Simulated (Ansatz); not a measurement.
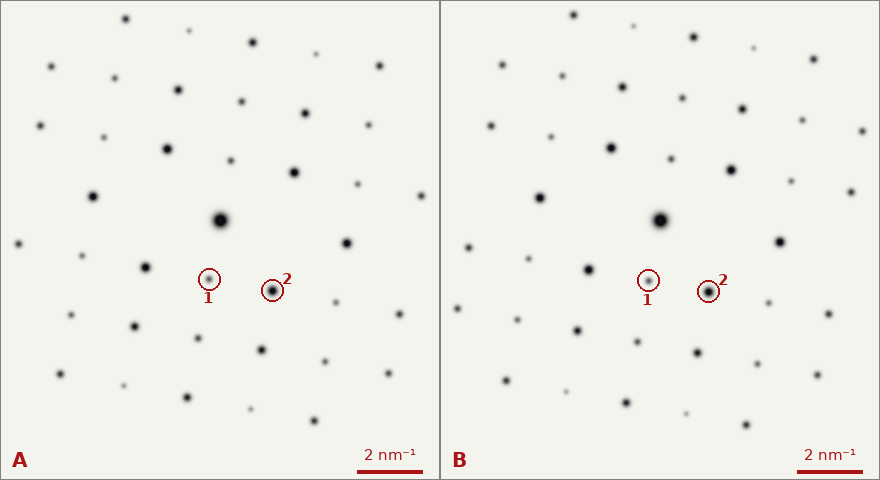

Kinematic electron diffraction patterns (300 kV, B = 0.5 Å², same scale) along [100] of the run's own cell, for the start and the end of one relaxation of SrLi with DFT PBE, scalar-relativistic, plane waves, PAW (Ansatz). k mesh 10×10×10. The start is a generated model structure, and the relaxation ends in the nearest stationary point of its symmetry, not necessarily the ground state. Spot 1 is 0 -1 0 and spot 2 is 0 -1 -1 in both.

Start structure:

```
CELL_PARAMETERS angstrom
3.08844 -4.84702 0.00000
3.08844 4.84702 0.00000
0.00000 0.00000 5.29055
ATOMIC_POSITIONS crystal
Li 0.02757 0.97243 0.25000
Li 0.97243 0.02757 0.75000
Sr 0.67388 0.32612 0.25000
Sr 0.32612 0.67388 0.75000
```

Question: Which pattern belongs to the start structure, and which to the relaxed one?

Answer: B is the start: its cell gives d(1) = 5.209 Å, d(2) = 3.712 Å and an angle of 44.6°. A is the relaxed structure, with d(1) = 5.365 Å (+3.0 %), d(2) = 3.658 Å (-1.4 %) and 47.0°.

Question: Summarise the relaxation behind the change.

Answer: The volume changed by -0.8 % to 39.28 Å³ an atom; with the mean shift removed, the atoms moved by up to 0.12 Å relative to the cell (Li most); the space group stayed Cmcm (No. 63); the free energy fell by 7.1 meV an atom. Relaxed cell: a = 5.856 Å, b = 5.856 Å, c = 5.001 Å, α = 90.00°, β = 90.00°, γ = 113.63°.
